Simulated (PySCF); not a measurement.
## Electronic structure of C$_{6}$H$_{20}$N$_{4}$Ti in real space

Input file:

```
{"job": {"kind": "uv", "xc": "wB97X-D", "basis": "def2-SVPD", "ip": false, "nstates": 15}, "charge": 0, "multiplicity": 1}
Ti    -0.027247    -0.086268     0.567700
N     -0.154084    -0.294318     2.455492
H      0.470719     0.089615     3.159821
H     -0.832512    -0.901163     2.909561
N      1.757416     0.020595    -0.046077
C      2.502236     1.070590     0.592343
C      2.500405    -0.756577    -0.991573
H      3.351436     0.687927     1.195103
H      1.851273     1.647518     1.275430
H      2.916694     1.795243    -0.138801
H      1.861923    -1.536043    -1.433078
H      2.891380    -0.134317    -1.823355
H      3.376965    -1.256039    -0.529162
N     -0.922732     1.490237     0.007026
C     -2.013106     2.076595     0.738304
C     -0.556200     2.230791    -1.169197
H     -1.799967     3.127485     1.025660
H     -2.200505     1.511961     1.663438
H     -2.951760     2.091996     0.146584
H      0.306276     1.762618    -1.667184
H     -1.385661     2.278690    -1.904791
H     -0.282268     3.280134    -0.931374
N     -0.892952    -1.531179    -0.268641
C     -0.405791    -2.825426     0.130320
C     -1.958093    -1.563206    -1.227909
H     -1.204098    -3.453679     0.576225
H      0.386968    -2.721931     0.891893
H      0.022955    -3.394742    -0.719705
H     -2.281046    -0.540407    -1.468743
H     -1.650269    -2.057235    -2.172215
H     -2.839784    -2.120207    -0.849624
```

Launched as:

```sh
OMP_NUM_THREADS=2 python probes_run.py task.json out
```

Geometry: PBE0-D3(BJ)/def2-SVP.

Method: wB97X-D/def2-SVPD, SCF density, gas phase (PySCF 2.14.0).

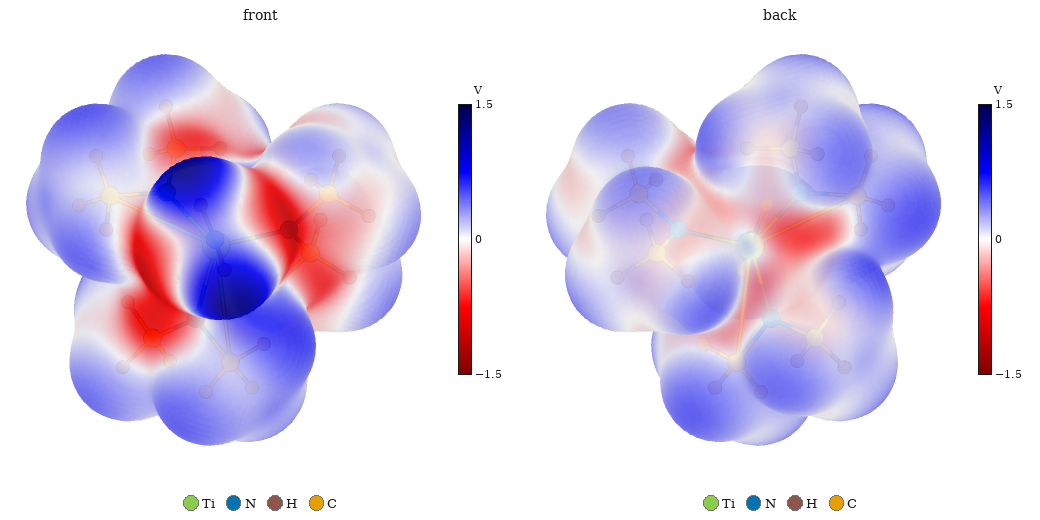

Figure 1. The electrostatic potential painted on the density surface at 0.002 e/bohr³, seen from the front and from behind; the colour scale runs from red (negative) to blue (positive).

Q: Where is the surface potential most negative and most positive?

A: The most negative region (about −1.0 V) lies over N2, the most positive (about +1.2 V) over H3 and H4. N2 is the likeliest acceptor of a hydrogen bond.

Q: What dipole moment does the calculation give?

A: Its dipole moment is 0.42 D.

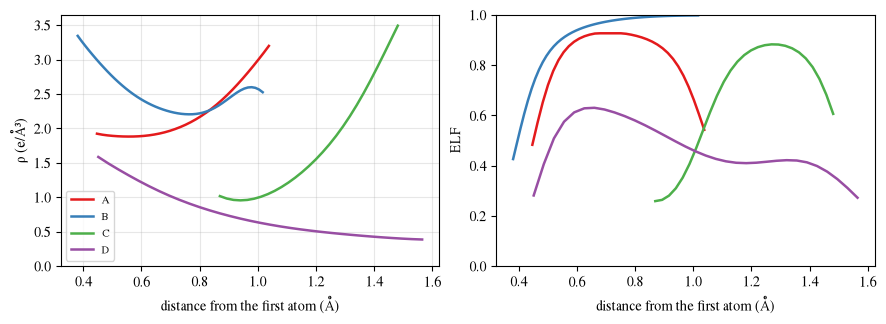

Figure 2. Total electron density and ELF along straight lines between neighbouring atoms. The curves leave out the atomic cores.

Q: Which curve belongs to which contact (C–N, C–Ti, N–H and Ti–N)? The first atom named is at distance zero.

A: Curve A: C–N (1.43 Å): the density is about 2 e/Å³ at the midpoint; the ELF peaks at about 0.95 between the atoms; a covalent bond. Curve B: N–H (1.02 Å): ρ at the midpoint is about 2.7 e/Å³; the ELF climbs to about 1 towards the hydrogen, as it does in any bond to H: a covalent bond by its length. Curve C: Ti–N (1.88 Å): ρ at the midpoint is about 0.96 e/Å³; the ELF peaks at about 0.90 in the valence shell of N, 0.6 Å from its nucleus, and is about 0.30 at the midpoint. Curve D: C–Ti (2.78 Å): ρ at the midpoint is about 0.43 e/Å³; the ELF is about 0.40 at the midpoint.
